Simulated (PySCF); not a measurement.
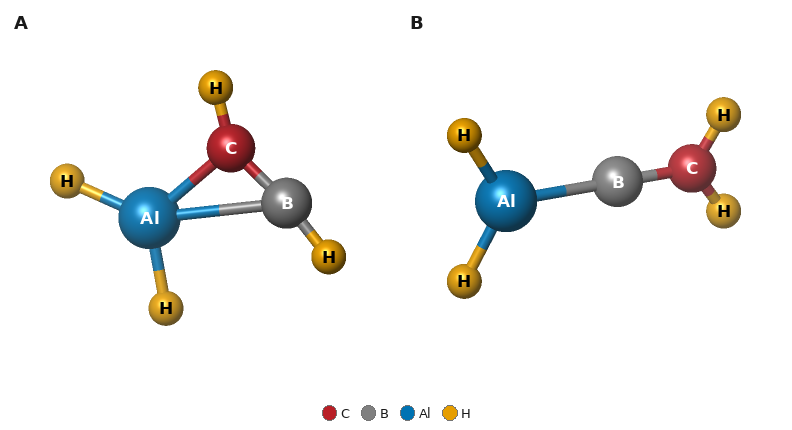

2 stationary structures of one formula. Geometries: PBE0-D4/def2-TZVP. Electronic energies: RHF-CCSD(T) (frozen core)/def2-TZVPP (PySCF 2.14.0), without zero-point energy. No frequency run is at hand to confirm each as a minimum. Each is one conformer, not always the lowest.

### Which is lowest in energy, and by how much?

A is lowest (Cs); B lies 66.9 kJ/mol above it (C2v).

Give E(B) − E(A) in kJ/mol at these levels too: r2SCAN-D4/def2-TZVPP; ωB97M-V/def2-TZVPP; PBE0-D4/def2-TZVP; B3LYP-D4/def2-TZVPP; RHF-CCSD(T) (frozen core)/def2-TZVPP; PBE0-D4/def2-TZVPP; PBE-D4/def2-TZVPP.

```json
{"level": "r2SCAN-D4/def2-TZVPP", "E(B) − E(A) (kJ/mol)": "+70.2"}
{"level": "ωB97M-V/def2-TZVPP", "E(B) − E(A) (kJ/mol)": "+73.3"}
{"level": "PBE0-D4/def2-TZVP", "E(B) − E(A) (kJ/mol)": "+66.2"}
{"level": "B3LYP-D4/def2-TZVPP", "E(B) − E(A) (kJ/mol)": "+62.5"}
{"level": "RHF-CCSD(T) (frozen core)/def2-TZVPP", "E(B) − E(A) (kJ/mol)": "+66.9"}
{"level": "PBE0-D4/def2-TZVPP", "E(B) − E(A) (kJ/mol)": "+65.8"}
{"level": "PBE-D4/def2-TZVPP", "E(B) − E(A) (kJ/mol)": "+64.6"}
```
